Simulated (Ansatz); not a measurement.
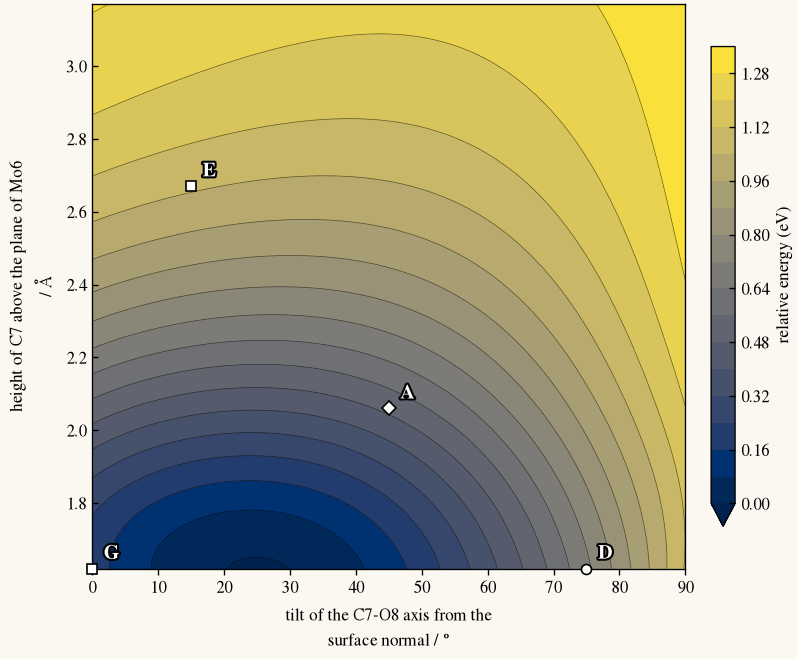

CO on a Mo(111) slab cut from the Im-3m phase, its upper half relaxed before the scan (6 atoms of substrate and one adsorbate in a 1 × 1 cell). CO stands on one site of a rigid substrate while its tilt and height are varied at a fixed bond length; it sits over a bridge site, heights counted from the top plane, tilted towards a direction equivalent to the long diagonal of the hexagonal 1 × 1 surface cell. First axis: tilt of the C7-O8 axis from the surface normal. Second axis: height of C7 above the plane of Mo6. Grid: 7 × 6 points. Points are written as (first, second). All energies are given in eV relative to the lowest grid point. The runs have no spin polarisation; a magnetic state may lie lower. Method: DFT PBE, scalar-relativistic, plane waves, PAW (Ansatz). Settings: cutoff 420 eV, k-mesh 6×6×1, gaussian smearing 0.1 eV, no spin polarisation.

Drawn: filled contours, lettered points. Between grid points the surface is interpolated.

Rank the lettered points by energy, lowest first.

Answer. G (0.20 eV), A (0.50 eV), D (0.70 eV), E (1.05 eV).

What kind of point is each of A, E: minimum, saddle, maximum or slope?

Answer. A: on a slope; E: on a slope. (In these two coordinates alone; a stationary point may lie a little off the grid point.)
